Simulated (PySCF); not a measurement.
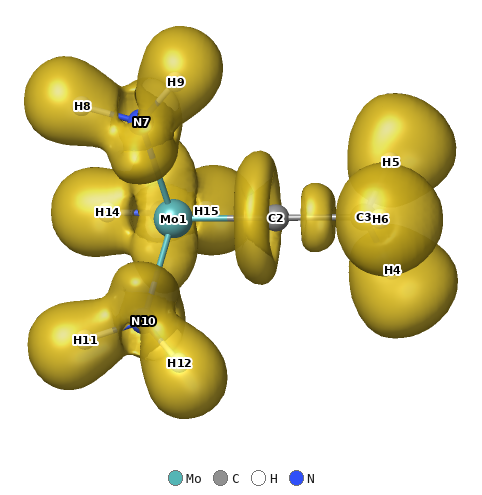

Figure. C2H9MoN3 (SMILES C[C]#[Mo]([NH2])([NH2])[NH2]). Isosurface of the electron localisation function at 0.75 (yellow), seen across its widest extent. Only the valence region is drawn (cores and ρ < 0.01 e/Å³ removed).

Geometry: PBE0-D3(BJ)/def2-SVP; core potentials replace the inner electrons of Mo.

Theory: PySCF 2.14.0, PBE0/def2-SVPD, SCF density, gas phase, scalar-relativistic core potentials on the heavy atoms.

```xyz
15

Mo   -0.0021   -0.0035   -0.7300
C    -0.0018   -0.0060    0.9857
C    -0.0017   -0.0082    2.4560
H    -1.0295    0.0340    2.8538
H     0.4762   -0.9201    2.8516
H     0.5497    0.8602    2.8540
N     1.9027   -0.0541   -1.1404
H     2.2389   -0.0493   -2.1023
H     2.6908   -0.0769   -0.5034
N    -0.9135    1.6710   -1.1365
H    -1.0842    1.9638   -2.0974
H    -1.2907    2.3612   -0.4971
N    -0.9957   -1.6285   -1.1415
H    -1.1635   -1.9193   -2.1036
H    -1.4083   -2.3007   -0.5049
```

> Where are the electrons localised?

The surface consists of one region between bonded C–C atoms (shared pairs), three regions around hydrogen nuclei, one region wrapped around C (its valence shell) and three joined regions spread over several atoms (H, N), in which their bonds and any lone pairs are merged. Profiles from the grid: C–C (1.47 Å): the ELF peaks at about 0.95 between the atoms: a covalent bond. C–Mo (1.72 Å): the ELF peaks at about 0.75 in the valence shell of C, 0.6 Å from its nucleus, and drops to about 0.40 between the two atoms.
